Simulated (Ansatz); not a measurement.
# BH4NSn: geometry and vibrations

What shape does BH4NSn take? The plan is to relax it, then compute its harmonic vibrations to see whether it is a minimum and to get the zero-point energy and entropy.

Computed with Ansatz 0.2.0, Gaussian basis. Level: RKS PBE0-D4/def2-TZVP.

Plan: relaxation at PBE-D4/def2-SVP; relaxation at PBE0-D4/def2-TZVP; harmonic vibrations at the same level.

2 further runs of the same task are left out: 1 for a known fault of the program, 1 set aside as unsound or not needed.

## 1. Where the work starts

7 atoms, charge 0, spin multiplicity 1.

Atoms are counted from 1 here; the program's logs count them from 0.

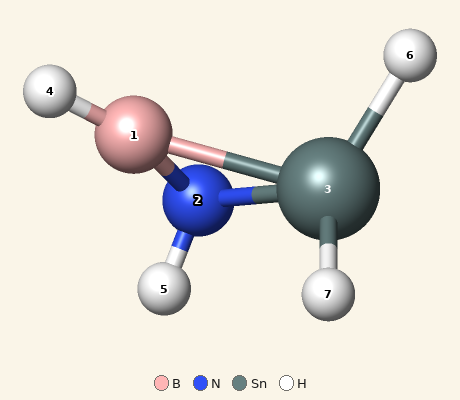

As it starts; boron pink, nitrogen blue, tin teal, hydrogen white; atoms are numbered from 1 in the order of the file.

The start is a force-field geometry with small random shifts, so a cheaper pass at PBE-D4/def2-SVP comes first. Sn takes the def2 core potential; no spin-orbit term is included.

## 2. Geometry optimisation, PBE-D4/def2-SVP (cheap first pass)

in.yaml

```yaml
crystal:
  periodic: [false, false, false]
  atoms:
    - {symbol: B, position_ang: [-0.999900, -0.614000, -0.219100]}
    - {symbol: N, position_ang: [-0.417400, 0.570300, -0.999900]}
    - {symbol: Sn, position_ang: [0.789200, 0.558000, 0.554400]}
    - {symbol: H, position_ang: [-1.780300, -1.416900, -0.145000]}
    - {symbol: H, position_ang: [0.092200, 0.138600, -1.825500]}
    - {symbol: H, position_ang: [0.257400, 1.340900, 2.035200]}
    - {symbol: H, position_ang: [2.120100, -0.644800, 0.554300]}
basis:
  gaussian: {orbitals: def2-SVP}
hamiltonian: {xc: pbe, dispersion: d4}
relax: {f_tol: 0.03, max_steps: 200}
```

Run with:

```console
$ ansatz run in.yaml --threads 2 --pin off --events-out ev --progress --plain --max-ram 4352MiB
```

The log of the run, cut to the lines that bear on the results:

```text
Functional definition: PBE
  name "PBE"
  cite "Perdew, Burke & Ernzerhof, Phys. Rev. Lett. 77, 3865 (1996) doi:10.1103/PhysRevLett.77.3865"
  parent pbe
[...]
849 factors; their error is unknown
[...]
mean field -8054.72076805 eV, -296.0055285401 hartree, gradient 1.2e-5 eV, S^2 0.000000; 0 other end points of the search recorded, 0 dependent functions left out
[...]
reference -8054.72080591 eV, -296.0055299312 hartree; 19, 19 occupied and 55, 55 virtual orbitals, 849 factors
relax step   1: F+E_penalty+E_count = -8054.84477090 eV  Δ(F+E_penalty+E_count) = +0.000e0 eV  max|allowed force component| = 4.395e0 eV/Å  Δτ_max = 0.0000 Å  (28 SCF iters, accepted)
[...]
relax step   4: F+E_penalty+E_count = -8056.83317857 eV  Δ(F+E_penalty+E_count) = -4.089e-1 eV  max|allowed force component| = 1.232e0 eV/Å  Δτ_max = 0.1913 Å  (33 SCF iters, accepted)
[...]
relax step   7: F+E_penalty+E_count = -8057.22397952 eV  Δ(F+E_penalty+E_count) = -4.599e-2 eV  max|allowed force component| = 1.010e0 eV/Å  Δτ_max = 0.1313 Å  (28 SCF iters, accepted)
[...]
relax step  10: F+E_penalty+E_count = -8057.30636585 eV  Δ(F+E_penalty+E_count) = -1.831e-3 eV  max|allowed force component| = 2.592e-1 eV/Å  Δτ_max = 0.0948 Å  (28 SCF iters, accepted)
[...]
relax step  11: F+E_penalty+E_count = -8057.31383240 eV  Δ(F+E_penalty+E_count) = -7.467e-3 eV  max|allowed force component| = 8.018e-2 eV/Å  Δτ_max = 0.1123 Å  (29 SCF iters, accepted)
[...]
relax step  12: F+E_penalty+E_count = -8057.31846086 eV  Δ(F+E_penalty+E_count) = -4.628e-3 eV  max|allowed force component| = 2.939e-2 eV/Å  Δτ_max = 0.0540 Å  (28 SCF iters, accepted)
849 factors; their error is unknown
mean field -8057.19708789 eV, -296.0965316155 hartree, gradient 2.1e-5 eV, S^2 0.000000; 1 other end points of the search recorded, 0 dependent functions left out
[...]
reference -8057.19712556 eV, -296.0965330001 hartree; 19, 19 occupied and 55, 55 virtual orbitals, 849 factors
Total energy: -8057.31849854 eV, -296.1009933747 hartree
Atom 0 at    -1.020209    -0.728583    -0.343090 Å, force     0.001451     0.002068     0.010031 eV/Å
Atom 1 at    -0.261729     0.176234    -0.956194 Å, force     0.005299     0.019820    -0.029340 eV/Å
Atom 2 at     0.604986    -0.012483     1.135856 Å, force     0.000975    -0.010462     0.029391 eV/Å
Atom 3 at    -1.951736    -1.494288    -0.367774 Å, force    -0.009070    -0.012652    -0.000069 eV/Å
Atom 4 at    -0.182956     0.644975    -1.859906 Å, force    -0.003933    -0.003384    -0.010174 eV/Å
Atom 5 at     0.593542     1.671844     1.608809 Å, force     0.007825    -0.001541     0.000407 eV/Å
Atom 6 at     2.279402    -0.325598     0.736699 Å, force    -0.002548     0.006152    -0.000245 eV/Å
Dipole moment:    -0.065588     0.022383    -0.174189 e Å
```

Wall time 13 s (2 threads of Arm Neoverse V2, shared host).

Step by step:

```csv
step,energy from step 1 (eV),largest force component (eV/Å)
1,0.0000,4.3948
2,-1.0029,2.6365
3,-1.5795,1.2641
4,-1.9884,1.2321
5,-2.2589,1.3915
6,-2.3332,2.3069
7,-2.3792,1.0096
8,-2.4469,0.7506
9,-2.4598,0.3300
10,-2.4616,0.2592
11,-2.4691,0.0802
12,-2.4737,0.0294
```

Distances of close pairs at the start and the end, largest changes first:

```
  bond  before (Å)  after (Å)  change (Å)
N2–Sn3       1.968      2.272      +0.305
 B1–N2       1.533      1.330      -0.203
 B1–H4       1.122      1.206      +0.084
Sn3–H7       1.794      1.750      -0.044
 N2–H5       1.062      1.021      -0.041
B1–Sn3       2.274      2.311      +0.037
Sn3–H6       1.757      1.750      -0.008
```

## 3. Relaxation at PBE0-D4/def2-TZVP

in.yaml

```yaml
crystal:
  periodic: [false, false, false]
  atoms:
    - {symbol: B, position_ang: [-1.020209, -0.728583, -0.343090]}
    - {symbol: N, position_ang: [-0.261729, 0.176234, -0.956194]}
    - {symbol: Sn, position_ang: [0.604986, -0.012483, 1.135856]}
    - {symbol: H, position_ang: [-1.951736, -1.494288, -0.367774]}
    - {symbol: H, position_ang: [-0.182956, 0.644975, -1.859906]}
    - {symbol: H, position_ang: [0.593542, 1.671844, 1.608809]}
    - {symbol: H, position_ang: [2.279402, -0.325598, 0.736699]}
basis:
  gaussian: {orbitals: def2-TZVP}
hamiltonian: {xc: pbe0, dispersion: d4}
relax: {f_tol: 0.005, max_steps: 150}
```

Same command.

The log of the run, cut to the lines that bear on the results:

```text
Functional definition: PBE0
  name "PBE0"
  cite "Adamo & Barone, J. Chem. Phys. 110, 6158 (1999) doi:10.1063/1.478522"
  cite "Perdew, Burke & Ernzerhof, Phys. Rev. Lett. 77, 3865 (1996) doi:10.1103/PhysRevLett.77.3865"
  parent pbe
[...]
961 factors; their error is unknown
[...]
mean field -8060.31246761 eV, -296.2110197088 hartree, gradient 3.4e-5 eV, S^2 0.000000; 0 other end points of the search recorded, 0 dependent functions left out
[...]
reference -8060.31250531 eV, -296.2110210939 hartree; 19, 19 occupied and 117, 117 virtual orbitals, 961 factors
relax step   1: F+E_penalty+E_count = -8060.41437834 eV  Δ(F+E_penalty+E_count) = +0.000e0 eV  max|allowed force component| = 5.722e-1 eV/Å  Δτ_max = 0.0000 Å  (27 SCF iters, accepted)
[...]
reference -8060.36804745 eV, -296.2130622301 hartree; 19, 19 occupied and 117, 117 virtual orbitals, 961 factors
Total energy: -8060.47052275 eV, -296.2168281279 hartree
Atom 0 at    -1.000840    -0.723169    -0.314780 Å, force    -0.004109    -0.002270    -0.001737 eV/Å
Atom 1 at    -0.249542     0.182344    -0.939251 Å, force    -0.003854    -0.002838    -0.001557 eV/Å
Atom 2 at     0.612959     0.035023     1.050286 Å, force     0.004398     0.002271     0.002965 eV/Å
Atom 3 at    -1.924642    -1.464561    -0.395575 Å, force     0.003741     0.003085     0.000551 eV/Å
Atom 4 at    -0.234540     0.597739    -1.857867 Å, force     0.000661     0.001120    -0.002092 eV/Å
Atom 5 at     0.593128     1.647347     1.641580 Å, force    -0.001203    -0.000095     0.001482 eV/Å
Atom 6 at     2.264777    -0.342623     0.770007 Å, force     0.000366    -0.001273     0.000388 eV/Å
Dipole moment:    -0.053565     0.008520    -0.121906 e Å
```

Run time: 20 s. Hardware: 2 threads of Arm Neoverse V2, shared host; peak memory 0.25 GiB.

Relaxation path:

```csv
step,energy from step 1 (eV),largest force component (eV/Å)
1,0.0000,0.5722
2,-0.0425,0.2667
3,-0.0485,0.1951
4,-0.0513,0.1488
5,-0.0537,0.2378
6,-0.0560,0.0340
7,-0.0561,0.0166
8,-0.0561,0.0044
```

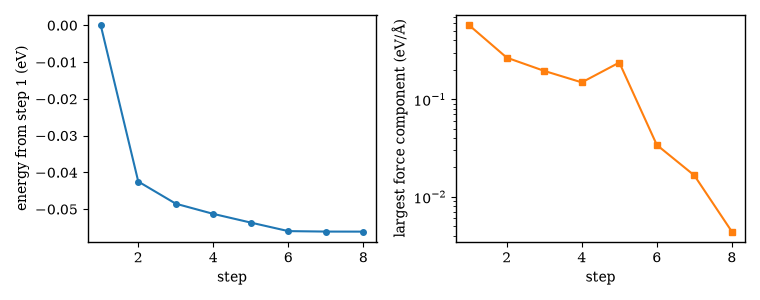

Energy and largest force along the relaxation.

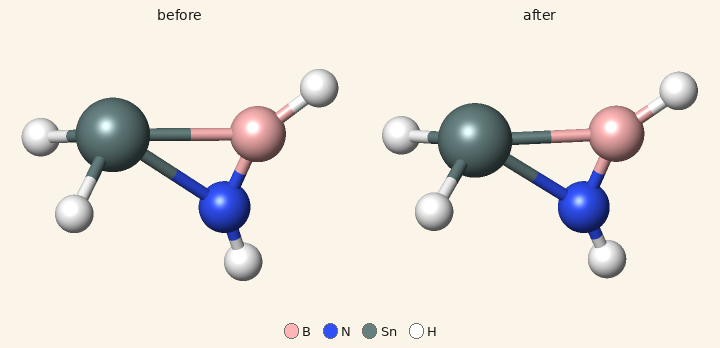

Before and after, at one scale.

Close pairs (by a distance rule), those that changed most:

| bond | before (Å) | after (Å) | change (Å) |
| --- | --- | --- | --- |
| N2–Sn3 | 2.272 | 2.173 | -0.099 |
| B1–Sn3 | 2.311 | 2.246 | -0.066 |
| Sn3–H7 | 1.750 | 1.717 | -0.032 |
| Sn3–H6 | 1.750 | 1.717 | -0.032 |
| B1–H4 | 1.206 | 1.187 | -0.019 |
| N2–H5 | 1.021 | 1.008 | -0.013 |
| B1–N2 | 1.330 | 1.332 | +0.002 |

Mulliken charges at the end point, from the run's report:

| atom | value (e) |
| --- | --- |
| B1 | -0.12 |
| N2 | -0.37 |
| Sn3 | 0.33 |
| H4 | 0.05 |
| H5 | 0.23 |
| H6 | -0.06 |
| H7 | -0.06 |

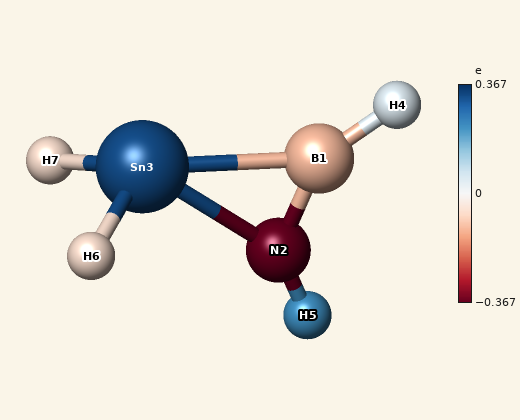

Mulliken charges at the end point, from the run's report, as colours on the atoms.

## 4. Vibrations by finite differences

in.yaml

```yaml
crystal:
  periodic: [false, false, false]
  atoms:
    - {symbol: B, position_ang: [-1.000840, -0.723169, -0.314780]}
    - {symbol: N, position_ang: [-0.249542, 0.182344, -0.939251]}
    - {symbol: Sn, position_ang: [0.612959, 0.035023, 1.050286]}
    - {symbol: H, position_ang: [-1.924642, -1.464561, -0.395575]}
    - {symbol: H, position_ang: [-0.234540, 0.597739, -1.857867]}
    - {symbol: H, position_ang: [0.593128, 1.647347, 1.641580]}
    - {symbol: H, position_ang: [2.264777, -0.342623, 0.770007]}
basis:
  gaussian: {orbitals: def2-TZVP}
hamiltonian: {xc: pbe0, dispersion: d4}
phonons: {temperatures: {t_min: 298.15, t_max: 900, t_step: 200}}
```

Launched as before.

The log of the run, cut to the lines that bear on the results:

```text
Functional definition: PBE0
  name "PBE0"
  cite "Adamo & Barone, J. Chem. Phys. 110, 6158 (1999) doi:10.1063/1.478522"
  cite "Perdew, Burke & Ernzerhof, Phys. Rev. Lett. 77, 3865 (1996) doi:10.1103/PhysRevLett.77.3865"
  parent pbe
[...]
961 factors; their error is unknown
[...]
mean field -8060.36801302 eV, -296.2130609648 hartree, gradient 2.1e-5 eV, S^2 0.000000; 0 other end points of the search recorded, 0 dependent functions left out
[...]
reference -8060.36805054 eV, -296.2130623436 hartree; 19, 19 occupied and 117, 117 virtual orbitals, 961 factors
[...]
961 factors; their error is unknown
mean field -8060.36787408 eV, -296.2130558590 hartree, gradient 2.6e-6 eV, S^2 0.000000; 0 other end points of the search recorded, 0 dependent functions left out
[...]
reference -8060.36791159 eV, -296.2130572375 hartree; 19, 19 occupied and 117, 117 virtual orbitals, 961 factors
[...]
reference -8060.36804234 eV, -296.2130620423 hartree; 19, 19 occupied and 117, 117 virtual orbitals, 961 factors
Total energy: -8060.47052584 eV, -296.2168282415 hartree
Atom 0 at    -1.000840    -0.723169    -0.314780 Å, force    -0.004113    -0.002280    -0.001724 eV/Å
Atom 1 at    -0.249542     0.182344    -0.939251 Å, force    -0.003861    -0.002829    -0.001592 eV/Å
Atom 2 at     0.612959     0.035023     1.050286 Å, force     0.004430     0.002268     0.003004 eV/Å
Atom 3 at    -1.924642    -1.464561    -0.395575 Å, force     0.003743     0.003091     0.000547 eV/Å
Atom 4 at    -0.234540     0.597739    -1.857867 Å, force     0.000665     0.001121    -0.002086 eV/Å
Atom 5 at     0.593128     1.647347     1.641580 Å, force    -0.001212    -0.000100     0.001471 eV/Å
Atom 6 at     2.264777    -0.342623     0.770007 Å, force     0.000348    -0.001272     0.000381 eV/Å
Dipole moment:    -0.053566     0.008521    -0.121907 e Å
Vibrations: 298.25 318.72 455.85 470.99 540.59 547.13 729.28 778.00 802.15 904.13 1469.04 1889.42 1892.65 2707.85 3616.66 cm⁻¹, zero-point energy 1.079946 eV
```

Run time: 64 s. Hardware: 2 threads of Arm Neoverse V2, shared host; peak memory 0.26 GiB.

Motions are named by where the mode's potential energy lies. The modes, unscaled (a negative number is an imaginary wavenumber):

```
mode  cm⁻¹                  motion
   1   298  bend with Sn–N stretch
   2   319                    bend
   3   456                    bend
   4   471                    bend
   5   541  bend with Sn–B stretch
   6   547       out-of-plane bend
   7   729                    bend
   8   778       out-of-plane bend
   9   802                    bend
  10   904                    bend
  11  1469   B–N stretch with bend
  12  1889            Sn–H stretch
  13  1893            Sn–H stretch
  14  2708             B–H stretch
  15  3617             N–H stretch
```

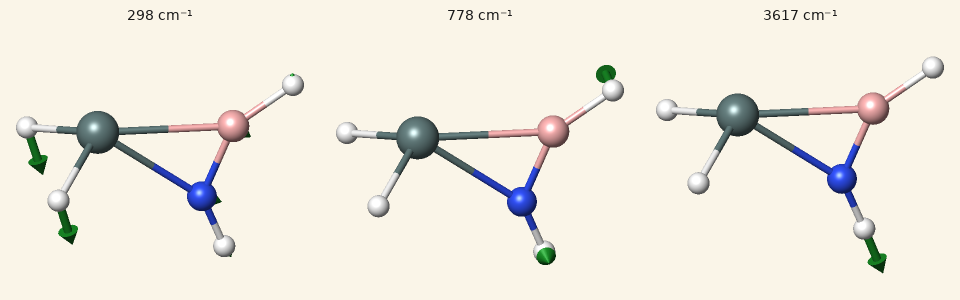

Displacements of 3 modes, as arrows.

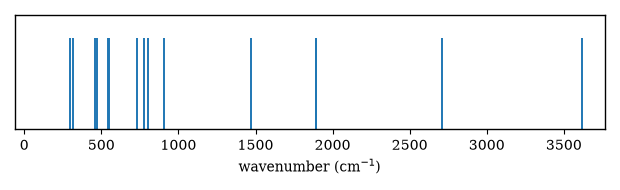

The harmonic wavenumbers as sticks (no intensities were computed).

Ideal gas, rigid rotor and harmonic oscillator at 298.15 K and 1 bar, with symmetry number 1:

```
                term            value
   zero-point energy     104.2 kJ/mol
          H(298) − E     119.5 kJ/mol
entropy, translation  171.1 J/(mol K)
   entropy, rotation  100.5 J/(mol K)
  entropy, vibration   26.1 J/(mol K)
      entropy, total  297.7 J/(mol K)
```

## 5. Summary of results

| quantity | value |
| --- | --- |
| point group | Cs |
| steps | 12 + 8 |
| shift from the start (rms) | 0.489 Å |
| total energy | -8060.4705 eV |
| dispersion term | -102 meV |
| dipole moment | 0.64 D |
| lowest, highest wavenumber | 298, 3617 cm⁻¹ |
| zero-point energy | 104.2 kJ/mol |
| entropy at 298.15 K | 297.7 J/(mol K) |

In words: The relaxed geometry lies 0.49 Å (rms) from the start; the bond that changed most is N2–Sn3, from 1.968 to 2.173 Å. No mode is imaginary: a true minimum at this level. The stiffest mode, 3617 cm⁻¹, is an N–H stretch. Harmonic hybrid wavenumbers usually lie a few per cent above measured fundamentals. The largest Mulliken charge, -0.37 e, sits on N2.
